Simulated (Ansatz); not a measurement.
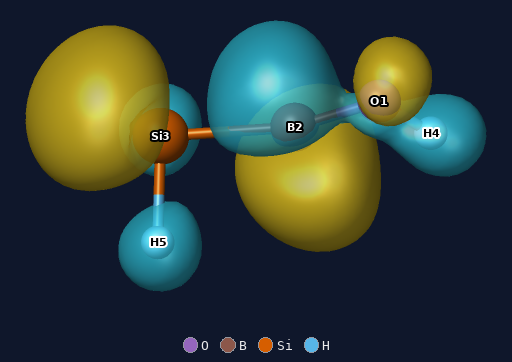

*BH$_{3}$OSi. The LUMO at ±0.1 Å⁻³ᐟ² (yellow and cyan are the two phases), seen at an oblique angle.*

Computed with Ansatz, RKS PBE/cc-pVDZ.

The calculation's input:

```
crystal:
  periodic: [false, false, false]
  atoms:
    - { symbol: O, position_ang: [0.40204, -1.92297, 0.14831] }
    - { symbol: B, position_ang: [0.43317, -0.61833, 0.23312] }
    - { symbol: Si, position_ang: [1.14563, 0.99184, 0.74567] }
    - { symbol: H, position_ang: [-0.31113, -2.41273, -0.27588] }
    - { symbol: H, position_ang: [0.56151, 1.77491, 1.83271] }
    - { symbol: H, position_ang: [1.73478, 1.93152, -0.20548] }
basis:
  gaussian: { orbitals: cc-pVDZ }
hamiltonian:
  xc: pbe
relax:
  f_tol: 0.015
  max_steps: 40
output:
  orbitals: {}
```

Launched as:

```sh
ansatz run input.yaml --threads 1 --pin off --max-ram 2048MiB --backend cpu --events-out ev --progress --plain --runs-dir out
```

The fields are those of the run's last geometry, not of the input's.

Question: Where does this orbital lie, and at what energy?

Answer: It lies mainly on B2 (about 45 %), Si3 (about 30 %) and O1 (about 10 %). Its energy is −1.95 eV.
